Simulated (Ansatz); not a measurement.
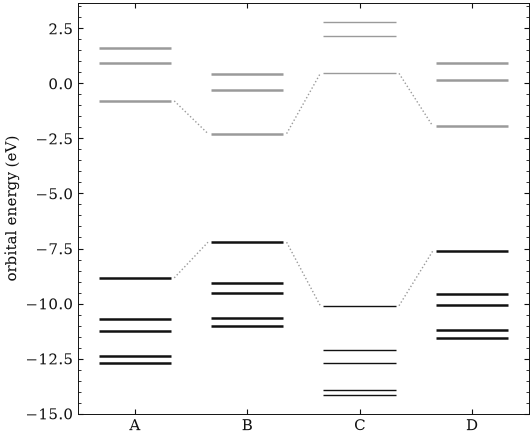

Frontier orbital energies of CH₃ClOSi, SMILES O=C[SiH2]Cl at one geometry, def2-TZVPP, the Ansatz code 0.2.0, at a PBE0-D4/def2-TZVP geometry (a minimum by its frequencies). Empty levels are grey, levels within 0.1 eV stand side by side; all columns show the same few orbitals around the gap. Dotted lines join the HOMOs and the LUMOs.

The columns come from B3LYP, CAM-B3LYP, LC-wPBE and r2SCAN0. Which is which?

Answer. A: CAM-B3LYP (HOMO −8.83, LUMO −0.79, separation 8.04 eV)
B: B3LYP (HOMO −7.21, LUMO −2.28, separation 4.93 eV)
C: LC-wPBE (HOMO −10.10, LUMO 0.46, separation 10.56 eV)
D: r2SCAN0 (HOMO −7.62, LUMO −1.93, separation 5.69 eV)

Limits of at least one run: empty levels above zero depend strongly on the basis; one conformer of a flexible molecule.
